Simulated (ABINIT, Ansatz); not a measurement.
# GaN (P6_3mc): one start, several treatments of the self-energy

Wanted: the gap of GaN (P6_3mc) under several approximations, with cost.

Main program and level: ABINIT 10.8.3; PBE and many-body steps on it, plane waves.

The database entry behind the starting cell differs from later determinations by our own check (about 0.3 % short, ideal inner coordinate), so it need not match the best structure at ambient conditions.

**1. Starting point**

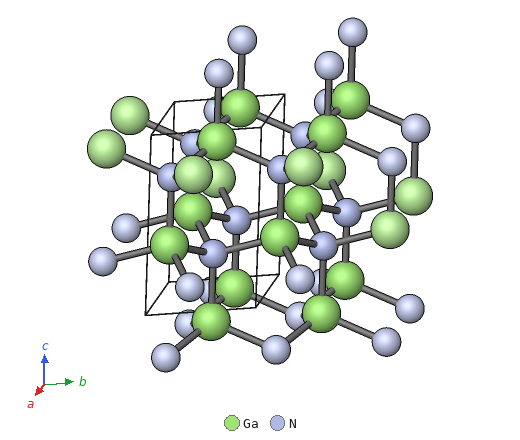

The starting structure, seen slightly off an axis (gallium green, nitrogen light blue). 2×2×1 cells are drawn. Some periodic images of atoms are drawn too.

The cell and positions come from the Crystallography Open Database and are kept as given unless a step says otherwise.

**2. Empty states on the mesh, 6×6×4 mesh, 324 bands**

This step: ABINIT 10.8.3; DFT, PBE, plane waves, norm-conserving pseudopotentials.

The sums over transitions need many empty states on a uniform mesh; this step solves for them.

File run.abi:

```
acell 3*1.0 Angstrom
rprim 
  3.179999999980 0.000000000005 0.000000000000
  -1.589999999994 2.753960784015 0.000000000000
  0.000000000000 0.000000000000 5.166000000000
ntypat 2
znucl 31 7
natom 4
typat 1 1 2 2
xred 
  0.333333333333 0.666666666667 0.000000000000
  0.666666666667 0.333333333333 0.500000000000
  0.333333333333 0.666666666667 0.375000000000
  0.666666666667 0.333333333333 0.875000000000
pp_dirpath "pseudos"
pseudos "Ga.upf, N.upf"
ecut 45
ngkpt 6 6 4
nshiftk 1
shiftk 0 0 0
kptopt 1
chksymbreak 0
irdden 1
istwfk *1
nband 324
prtvol 0
optdriver 6
gwr_task "HDIAGO"
paral_kgb 0
occopt 1
indata_prefix "in"
outdata_prefix "out"
tmpdata_prefix "tmp"
```

The run is started by

```console
$ OMP_NUM_THREADS=1 mpirun -n 4 abinit run.abi > log
```

The program printed:

```text
.Version 10.8.3 of ABINIT. v10.8.2 released Aug 2026.

 Symmetries : space group P6_3 m c (#186); Bravais hP (primitive hexag.)
[... echo of the input left out ...]
== DATASET  1 ==================================================================
-   mpi_nproc: 4, omp_nthreads: 1 (-1 if OMP is not activated)

--- !DatasetInfo
iteration_state: {dtset: 1, }
dimensions: {natom: 4, nkpt: 21, mband: 324, nsppol: 1, nspinor: 1, nspden: 1, mpw: 4428, }
cutoff_energies: {ecut:  45.0, pawecutdg:  -1.0, }
[...]
Direct band gap semiconductor
 Fundamental gap:     1.995 (eV)
   VBM:     7.035 (eV) at k: [ 0.0000E+00,  0.0000E+00,  0.0000E+00]
   CBM:     9.029 (eV) at k: [ 0.0000E+00,  0.0000E+00,  0.0000E+00]
 Direct gap:         1.995 (eV) at k: [ 0.0000E+00,  0.0000E+00,  0.0000E+00]

== END DATASET(S) ==============================================================
================================================================================

 -outvars: echo values of variables after computation  --------
           etotal      0.0000000000E+00
            nband         324
             nkpt          21
          spgroup         186
 [... the other variables as echoed above ...]

 Calculation completed.
```

Wall time 7.1 min (4 MPI ranks of Intel Xeon Platinum 8259CL at 2.50GHz (Skylake/Cascade Lake), shared host); peak memory 4.5 GiB.

This step gave:

* gap: 1.995 eV
* k of the valence top: 0, 0, 0
* k of the conduction bottom: 0, 0, 0
* least direct gap: 1.995 eV
* k points computed: 21
* lowest point of the top converged band, above the valence top: 184.4870 eV

On this mesh the gap is 1.995 eV.

The density comes from a self-consistent run that is not shown.

**3. Screening, 6×6×4 mesh, 144 bands, screening to 176.9 eV**

The RPA dielectric matrix is built and inverted for each q.

This step: RPA screening on PBE, plane waves, norm-conserving pseudopotentials.

run.abi: that of step 2 with these lines changed.

```diff
@@ -22,10 +22,11 @@
 chksymbreak 0
-irdden 1
 istwfk *1
-nband 324
-prtvol 0
-optdriver 6
-gwr_task "HDIAGO"
-paral_kgb 0
 occopt 1
+irdwfk 1
+optdriver 3
+nband 144
+ecuteps 6.5
+inclvkb 2
+awtr 1
+symchi 1
 indata_prefix "in"
```

The program printed:

```text
.Version 10.8.3 of ABINIT. v10.8.2 released Aug 2026.

 Symmetries : space group P6_3 m c (#186); Bravais hP (primitive hexag.)
[... echo of the input left out ...]
== DATASET  1 ==================================================================
-   mpi_nproc: 4, omp_nthreads: 1 (-1 if OMP is not activated)

--- !DatasetInfo
iteration_state: {dtset: 1, }
dimensions: {natom: 4, nkpt: 21, mband: 144, nsppol: 1, nspinor: 1, nspden: 1, mpw: 4428, }
cutoff_energies: {ecut:  45.0, pawecutdg:  -1.0, }
electrons: {nelect:   5.20000000E+01, charge:   0.00000000E+00, occopt:   1.00000000E+00, tsmear:   1.00000000E-02, }

 SCREENING: Calculation of the susceptibility and dielectric matrices

 Based on a program developped by R.W. Godby, V. Olevano, G. Onida, and L. Reining.
 Incorporated in ABINIT by V. Olevano, G.-M. Rignanese, and M. Torrent.
.Using double precision arithmetic ; gwpc =  8

[... cell and pseudopotentials left out ...]
--------------------------------------------------------------------------------

 ==== K-mesh for the wavefunctions ====
 Number of points in the irreducible wedge :    21
[... list of points left out ...]
 Together with 12 symmetry operations and time-reversal symmetry
 yields   144 points in the full Brillouin Zone.

 ==== Q-mesh for the screening function ====
 Number of points in the irreducible wedge :    21
[... list of points left out ...]
 Together with 12 symmetry operations and time-reversal symmetry
 yields   144 points in the full Brillouin Zone.

 setmesh: FFT mesh size selected  =    27x   27x   48
          total number of points  =        34992

 vcoul_init : cutoff-mode = AUXILIARY_FUNCTION
 q-points for optical limit:   1
     1)      0.000010    0.000020    0.000030

- screening: taking advantage of time-reversal symmetry
- Maximum band index for partially occupied states nbvw = 26
- Remaining bands to be divided among processors   nbcw = 118
- Number of bands treated by each node ~29

 Number of electrons calculated from density =   52.0000; Expected =   52.0000
 average of density, n =  0.170321
 r_s =    1.1191
 omega_plasma =   39.8097 [eV]

 calculating chi0 at frequencies [eV] :
  1    0.000000E+00    0.000000E+00
  2    0.000000E+00    3.980974E+01

--------------------------------------------------------------------------------
  q-point number  1        q = ( 0.000000, 0.000000, 0.000000) [r.l.u.]
--------------------------------------------------------------------------------
[... chi0 elements left out ...]
 For q-point:  0.000010 0.000020 0.000030
  dielectric constant =   5.7746
  dielectric constant without local fields =   6.2055

  Average fulfillment of the sum rule on Im[epsilon] for q-point    1 :     45.54  [%]
[... wings left out ...]
  q-point number  2        q = ( 0.166667, 0.000000, 0.000000) [r.l.u.]
--------------------------------------------------------------------------------
[... chi0 elements left out ...]
  Average fulfillment of the sum rule on Im[epsilon] for q-point    2 :     53.17  [%]

 [... 19 further q-points ...]
```

It took 24 min on 4 MPI ranks; peak memory 3.2 GiB; 1.6 h of CPU time.

This step gave:

```yaml
eps_infinity_with_local_fields_on_this_mesh_along_the_program_s_q_direction: 5.775
the_same_without_local_fields: 6.205
plasma_frequency: 39.81 eV
plane_waves_in_the_screening_matrix: 245
```

Local fields lower ε∞ by 7 %.

**4. G0W0, Godby-Needs plasmon pole**

The self-energy is evaluated for the states that the input lists, and the levels follow from it, in one-shot runs by the linearised quasiparticle equation.

This step: G0W0 on PBE, plane waves, norm-conserving pseudopotentials.

run.abi: that of step 3 with these lines changed.

```diff
@@ -25,8 +25,15 @@
 irdwfk 1
-optdriver 3
+optdriver 4
 nband 144
+gwcalctyp 0
+ecutsigx 45
+symsigma 1
+nkptgw 1
+kptgw 
+  0.0000000000 0.0000000000 0.0000000000
+bdgw 
+  25 28
 ecuteps 6.5
-inclvkb 2
-awtr 1
-symchi 1
+irdscr 1
+ppmodel 1
 indata_prefix "in"
```

The program printed:

```text
.Version 10.8.3 of ABINIT. v10.8.2 released Aug 2026.

 Symmetries : space group P6_3 m c (#186); Bravais hP (primitive hexag.)
[... echo of the input left out ...]
== DATASET  1 ==================================================================
-   mpi_nproc: 4, omp_nthreads: 1 (-1 if OMP is not activated)

--- !DatasetInfo
iteration_state: {dtset: 1, }
dimensions: {natom: 4, nkpt: 21, mband: 144, nsppol: 1, nspinor: 1, nspden: 1, mpw: 4428, }
cutoff_energies: {ecut:  45.0, pawecutdg:  -1.0, }
electrons: {nelect:   5.20000000E+01, charge:   0.00000000E+00, occopt:   1.00000000E+00, tsmear:   1.00000000E-02, }

 SIGMA: Calculation of the GW corrections

 Based on a program developped by R.W. Godby, V. Olevano, G. Onida, and L. Reining.
 Incorporated in ABINIT by V. Olevano, G.-M. Rignanese, and M. Torrent.
.Using double precision arithmetic ; gwpc =  8

[... cell and pseudopotentials left out ...]
--------------------------------------------------------------------------------

 ==== K-mesh for the wavefunctions ====
 Number of points in the irreducible wedge :    21
[... list of points left out ...]
 Together with 12 symmetry operations and time-reversal symmetry
 yields   144 points in the full Brillouin Zone.

 ==== Q-mesh for screening function ====
 Number of points in the irreducible wedge :    21
[... list of points left out ...]
 Together with 12 symmetry operations and time-reversal symmetry
 yields   144 points in the full Brillouin Zone.

 vcoul_init : cutoff-mode = AUXILIARY_FUNCTION
 q-points for optical limit:   1
     1)      0.000010    0.000020    0.000030
 setmesh: FFT mesh size selected  =    32x   32x   60
          total number of points  =        61440

 Number of electrons calculated from density =   52.0000; Expected =   52.0000
 average of density, n =  0.170321
 r_s =    1.1191
 omega_plasma =   39.8097 [eV]

 === KS Band Gaps ===
  >>>> For spin  1
   Minimum direct gap =   1.9947 [eV], located at k-point      :   0.0000  0.0000  0.0000
   Fundamental gap    =   1.9947 [eV], Top of valence bands at :   0.0000  0.0000  0.0000
                                       Bottom of conduction at :   0.0000  0.0000  0.0000
 SIGMA fundamental parameters:
 PLASMON POLE MODEL  1
 number of plane-waves for SigmaX                 4367
 number of plane-waves for SigmaC and W            245
 number of plane-waves for wavefunctions          4367
 number of bands                                   144
 number of independent spin polarizations            1
 number of spinorial components                      1
 number of k-points in IBZ                          21
 number of q-points in IBZ                          21
 number of symmetry operations                      12
 number of k-points in BZ                          144
 number of q-points in BZ                          144
 number of frequencies for dSigma/dE                 9
 frequency step for dSigma/dE [eV]                0.25
 number of omega for Sigma on real axis              0
 max omega for Sigma on real axis  [eV]           0.00
 zcut for avoiding poles [eV]                     0.10

 EPSILON^-1 parameters (SCR file):
 dimension of the eps^-1 matrix on file            245
 dimension of the eps^-1 matrix used               245
 number of plane-waves for wavefunctions          4367
 number of bands                                   144
 number of q-points in IBZ                          21
 number of frequencies                               2
 number of real frequencies                          1
 number of imag frequencies                          1

 matrix elements of self-energy operator (all in [eV])

 Perturbative Calculation

--- !SelfEnergy_ee
iteration_state: {dtset: 1, }
kpoint     : [   0.000,    0.000,    0.000, ]
spin       : 1
KS_gap     :    1.995
QP_gap     :    2.868
Delta_QP_KS:    0.874
data: !SigmaeeData |
     Band     E0 <VxcDFT>   SigX SigC(E0)      Z dSigC/dE  Sig(E)    E-E0       E
       25   7.035 -19.131 -22.605   2.985   0.800  -0.251 -19.521  -0.390   6.644
       26   7.035 -19.131 -22.605   2.985   0.800  -0.251 -19.521  -0.390   6.644
       27   9.029 -14.219 -10.131  -3.502   0.826  -0.211 -13.736   0.483   9.512
       28  11.364 -14.010  -9.023  -4.230   0.836  -0.196 -13.377   0.633  11.997

== END DATASET(S) ==============================================================
================================================================================

 -outvars: echo values of variables after computation  --------
           etotal      0.0000000000E+00
            nband         144
             nkpt          21
          spgroup         186
 [... the other variables as echoed above ...]

 Calculation completed.
```

Wall time 18 s (4 MPI ranks); peak memory 2.5 GiB; 73 s of CPU time.

Numbers from this step:

| Quantity | Value |
| --- | --- |
| G0W0 gap on the points computed | 2.868 eV |
| starting gap on the mesh | 1.995 eV |
| k of the valence top | 0, 0, 0 |
| k of the conduction bottom | 0, 0, 0 |
| Z at the valence top | 0.8 |
| Z at the conduction bottom | 0.826 |
| least direct G0W0 gap on the computed points | 2.868 eV |

The gap on the mesh goes from 1.99 eV to 2.87 eV, a correction of +0.87 eV.

**5. G0W0, Hybertsen-Louie plasmon pole**

run.abi: that of step 4 with these lines changed.

```diff
@@ -37,3 +37,3 @@
 irdscr 1
-ppmodel 1
+ppmodel 2
 indata_prefix "in"
```

The program printed:

```text
.Version 10.8.3 of ABINIT. v10.8.2 released Aug 2026.

 Symmetries : space group P6_3 m c (#186); Bravais hP (primitive hexag.)
[... echo of the input left out ...]
== DATASET  1 ==================================================================
-   mpi_nproc: 4, omp_nthreads: 1 (-1 if OMP is not activated)

--- !DatasetInfo
iteration_state: {dtset: 1, }
dimensions: {natom: 4, nkpt: 21, mband: 144, nsppol: 1, nspinor: 1, nspden: 1, mpw: 4428, }
cutoff_energies: {ecut:  45.0, pawecutdg:  -1.0, }
electrons: {nelect:   5.20000000E+01, charge:   0.00000000E+00, occopt:   1.00000000E+00, tsmear:   1.00000000E-02, }

 SIGMA: Calculation of the GW corrections

 Based on a program developped by R.W. Godby, V. Olevano, G. Onida, and L. Reining.
 Incorporated in ABINIT by V. Olevano, G.-M. Rignanese, and M. Torrent.
.Using double precision arithmetic ; gwpc =  8

[... cell and pseudopotentials left out ...]
--------------------------------------------------------------------------------

 ==== K-mesh for the wavefunctions ====
 Number of points in the irreducible wedge :    21
[... list of points left out ...]
 Together with 12 symmetry operations and time-reversal symmetry
 yields   144 points in the full Brillouin Zone.

 ==== Q-mesh for screening function ====
 Number of points in the irreducible wedge :    21
[... list of points left out ...]
 Together with 12 symmetry operations and time-reversal symmetry
 yields   144 points in the full Brillouin Zone.

 vcoul_init : cutoff-mode = AUXILIARY_FUNCTION
 q-points for optical limit:   1
     1)      0.000010    0.000020    0.000030
 setmesh: FFT mesh size selected  =    32x   32x   60
          total number of points  =        61440

 Number of electrons calculated from density =   52.0000; Expected =   52.0000
[...]
number of k-points in IBZ                          21
 number of q-points in IBZ                          21
 number of symmetry operations                      12
 number of k-points in BZ                          144
 number of q-points in BZ                          144
 number of frequencies for dSigma/dE                 9
 frequency step for dSigma/dE [eV]                0.25
 number of omega for Sigma on real axis              0
 max omega for Sigma on real axis  [eV]           0.00
 zcut for avoiding poles [eV]                     0.10

 EPSILON^-1 parameters (SCR file):
 dimension of the eps^-1 matrix on file            245
 dimension of the eps^-1 matrix used               245
 number of plane-waves for wavefunctions          4367
 number of bands                                   144
 number of q-points in IBZ                          21
 number of frequencies                               2
 number of real frequencies                          1
 number of imag frequencies                          1

 matrix elements of self-energy operator (all in [eV])

 Perturbative Calculation

--- !SelfEnergy_ee
iteration_state: {dtset: 1, }
kpoint     : [   0.000,    0.000,    0.000, ]
spin       : 1
KS_gap     :    1.995
QP_gap     :    3.018
Delta_QP_KS:    1.023
data: !SigmaeeData |
     Band     E0 <VxcDFT>   SigX SigC(E0)      Z dSigC/dE  Sig(E)    E-E0       E
       25   7.035 -19.131 -22.605   2.355   0.882  -0.133 -20.118  -0.987   6.048
       26   7.035 -19.131 -22.605   2.355   0.882  -0.133 -20.118  -0.987   6.048
       27   9.029 -14.219 -10.131  -4.046   0.890  -0.124 -14.182   0.036   9.065
       28  11.364 -14.010  -9.023  -4.835   0.890  -0.124 -13.874   0.136  11.499

== END DATASET(S) ==============================================================
================================================================================

 -outvars: echo values of variables after computation  --------
           etotal      0.0000000000E+00
            nband         144
             nkpt          21
          spgroup         186
 [... the other variables as echoed above ...]

 Calculation completed.
```

Run time: 28 s. Hardware: 4 MPI ranks; peak memory 2.4 GiB.

Numbers from this step:

| Quantity | Value |
| --- | --- |
| G0W0 gap on the points computed | 3.017 eV |
| starting gap on the mesh | 1.995 eV |
| k of the valence top | 0, 0, 0 |
| k of the conduction bottom | 0, 0, 0 |
| Z at the valence top | 0.882 |
| Z at the conduction bottom | 0.89 |
| least direct G0W0 gap on the computed points | 3.017 eV |

Against G0W0 in ABINIT (6×6×4 mesh, 144 bands, screening to 176.9 eV, Godby-Needs plasmon pole), the gap moves by +0.149 eV.

(Part 1 of 2 ends here.)

[Paths, hosts, dates, memory and timing lines, banners, echoed tables and standing remarks are left out of the program output.]

[Logs are printed without paths, hosts, clocks, repeated set-up lines and the standing remarks that a program may print on its own settings, such as how far it seeks lower states.]

[Runs of the session that timed out or met a known fault of the program may be left out.]

[Hosts, paths, dates, database ids (printed as entryN), source tags and the programs' standing remarks are cut or masked in the printed files.]

[G0W0 gaps are taken among the corrected bands and points alone; a level outside them can change the order at an edge.]

[Where Ansatz stands beside ABINIT at settings called matched, ABINIT's density can come from a denser mesh and the files from another edition; pairs whose starting gaps differed by over 0.03 eV were left out, so agreement reads better than it is.]
